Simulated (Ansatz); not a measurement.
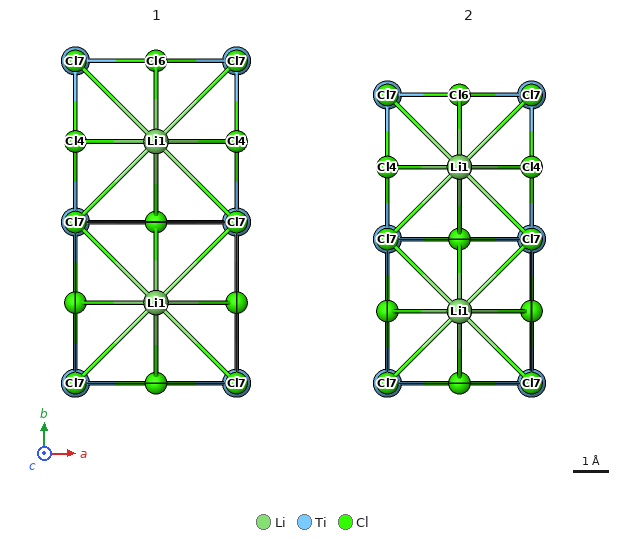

Two geometries of crystalline LiTiCl5 (built on the MgPPd5-123 type type), drawn at one scale. One is the start of a relaxation, the other its converged end. The picture is a ball-and-stick view of the cell of the calculation, repeated 1 × 2 × 1 with one cell outlined, seen along the c axis.

Computed with Ansatz 0.2.0, DFT, PBEsol, plane waves, PAW. Settings: plane-wave cutoff 420 eV; k-point mesh 4 × 4 × 4; occupations fermi dirac; smearing width 0.03 eV; no spin polarisation; cell and atoms relaxed; force threshold 0.01 eV/Å; at most 120 steps.

Question: Which of the two is the end point?

Answer: Structure 2 is the relaxed one. The largest moves relative to the cell, 0.36 Å, are those of Cl atoms. Ti and Li stay in place. The volume changes by −13.0 %, with a = b 4.605 → 4.119 Å (−10.6 %), c 8.154 → 8.871 Å (+8.8 %). Near-neighbour distances that change, for instance: Cl–Li 3.257 → 2.912 Å, Cl–Ti 2.839 → 2.519 Å, Cl–Li 3.338 → 3.627 Å. The space group stays P4/mmm (No. 123). After 9 accepted moves (10 points after the start) the energy has fallen by 288 meV per atom. Largest force component: 1.4 eV/Å at the start, 0.00035 eV/Å at the end. Pressure: −9.01 GPa at the start and 0.01 GPa at the end. At 1 point the geometry stayed and the basis and grid were re-selected for the new cell (energy shift of less than 0.05 meV per atom at most each time).

Limits of the set-up: layers or molecules are held without a dispersion correction, so their spacing is unreliable.
